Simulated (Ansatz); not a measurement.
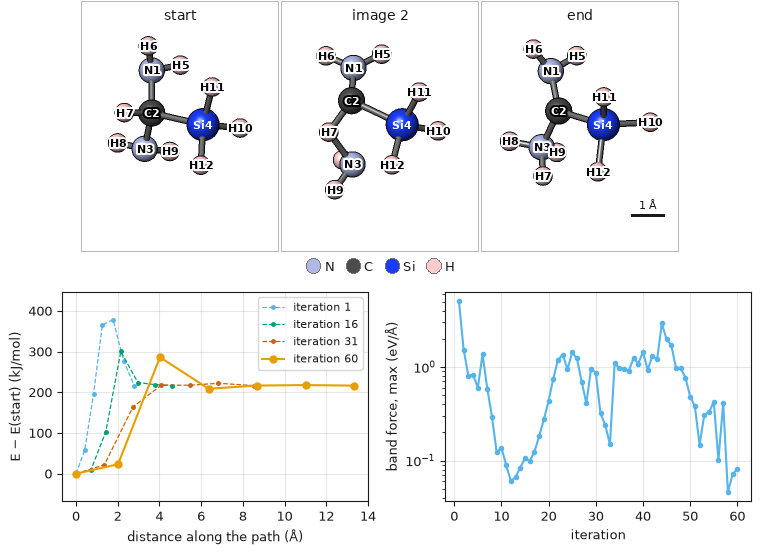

NEB run on CH8N2Si. Images are numbered from 0 (start) to 6 (end). The plot follows the band through its iterations. A ball-and-stick model, seen from a free direction.

All numbers below come from RKS PBE0-D4/def2-SVP (Ansatz 0.2.0). Settings: 5 movable images; climbing image; force threshold 0.03 eV/Å; iteration limit 60; starting path through a guess of the saddle point.

Judge this run.

Answer. The result isn't final. The band hadn't converged when the run stopped after 60 iterations. The largest component of the band force went from 5 to 0.082 eV/Å. The barrier read from it is provisional, though the highest image hardly moved in the last two iterations. The first iteration put the highest image at 378.9 kJ/mol. Forward barrier 286.2 kJ/mol, backward barrier 69.8 kJ/mol, with image 2 at the top; the reaction energy is +216.4 kJ/mol.
